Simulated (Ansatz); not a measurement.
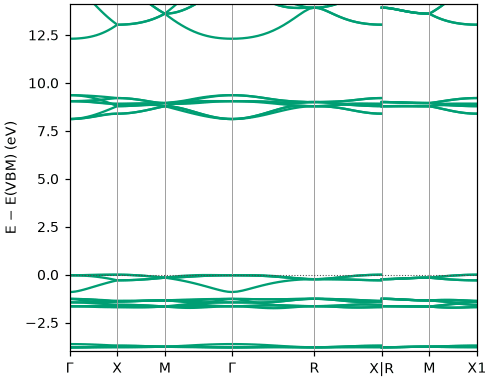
Figure: Band structure from r²SCAN+D4 (plane waves, PAW; program Ansatz)

Task: Read off the gap and where the band edges lie.

Result: About 8.1 eV (8.12 eV by a search for the band edges); maximum at X, minimum at Γ.

The material is N (α-N2, space group No. 205).

Space group Pa-3 (α-N2). Symmetry was held in the r²SCAN+D4 relaxation. The substance is a gas or liquid at ambient conditions; this is its low-temperature solid.

Potentials: the earlier of the program's two PAW sets.
